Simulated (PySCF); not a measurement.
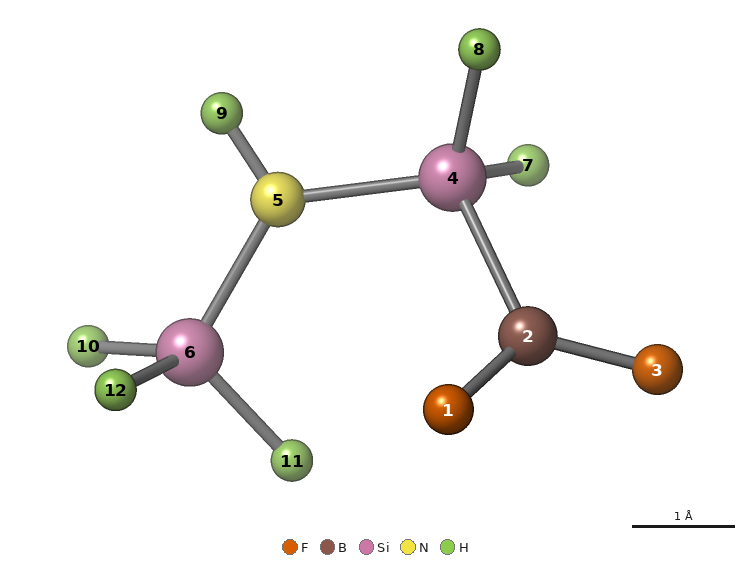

Orthographic view. Atoms fade into the background with distance from the viewer. The geometry was computed by an optimisation with PBE0-D3(BJ)/def2-SVP. No frequency run is at hand to confirm it as a minimum.

Write a Z-matrix (Å, degrees) in the order of the atom numbers, with these reference atoms: 2 to 1; 3 to 2, 1; 4 to 2, 3, 1; 5 to 4, 2, 3; 6 to 5, 4, 2; 7 to 4, 5, 6; 8 to 4, 7, 5; 9 to 5, 4, 8; 10 to 6, 5, 9; 11 to 6, 10, 5; 12 to 6, 11, 10.

```
F  
B    1   1.321
F    2   1.318   1   116.4
Si   2   2.032   3   122.6   1   178.4
N    4   1.742   2   108.6   3   160.1
Si   5   1.742   4   127.3   2   -31.8
H    4   1.499   5   114.2   6    90.8
H    4   1.499   7   106.6   5  -121.0
H    5   1.016   4   116.2   8    32.2
H    6   1.495   5   110.4   9    43.6
H    6   1.494  10   109.4   5  -117.5
H    6   1.496  11   108.6  10   117.4
```
